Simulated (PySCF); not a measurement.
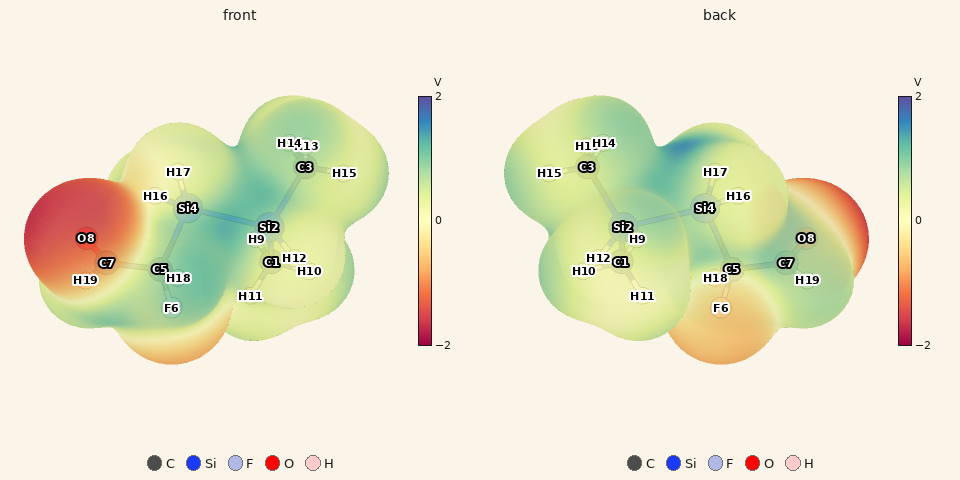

*C₄H₁₁FOSi₂ (SMILES C[SiH](C)[SiH2][C@H](F)C=O). The electrostatic potential painted on the density surface at 0.002 e/bohr³, seen from the front and from behind; the colour scale runs from red (negative) to blue (positive).*

Geometry: GFN2-xTB.

Computed with PySCF 2.14.0, PBE0/pcSseg-1, SCF density, gas phase, non-relativistic.

```yaml
atoms:
  - { symbol: C, position_ang: [-1.7411, -1.6320, 0.0213] }
  - { symbol: Si, position_ang: [-1.1812, 0.0034, -0.7797] }
  - { symbol: C, position_ang: [-2.5360, 1.3176, -0.5336] }
  - { symbol: Si, position_ang: [0.7777, 0.7766, 0.2236] }
  - { symbol: C, position_ang: [2.2195, -0.2724, -0.5786] }
  - { symbol: F, position_ang: [1.8526, -1.6075, -0.5363] }
  - { symbol: C, position_ang: [3.4362, -0.0292, 0.2059] }
  - { symbol: O, position_ang: [4.0968, 0.9769, 0.1563] }
  - { symbol: H, position_ang: [-1.9463, -1.5039, 1.0812] }
  - { symbol: H, position_ang: [-2.6455, -2.0168, -0.4423] }
  - { symbol: H, position_ang: [-0.9731, -2.3939, -0.0743] }
  - { symbol: H, position_ang: [-1.0245, -0.2233, -2.2320] }
  - { symbol: H, position_ang: [-2.2625, 2.2619, -0.9940] }
  - { symbol: H, position_ang: [-2.7149, 1.5088, 0.5207] }
  - { symbol: H, position_ang: [-3.4783, 1.0028, -0.9714] }
  - { symbol: H, position_ang: [0.8984, 0.5244, 1.6676] }
  - { symbol: H, position_ang: [1.2073, 2.1607, 0.0105] }
  - { symbol: H, position_ang: [2.3398, -0.0031, -1.6289] }
  - { symbol: H, position_ang: [3.6652, -0.8418, 0.9220] }
```

> Describe the electrostatic potential map.

The most negative region (about −1.6 V) lies over O8, the most positive (about +1.4 V) over Si4. O8 is the likeliest acceptor of a hydrogen bond.
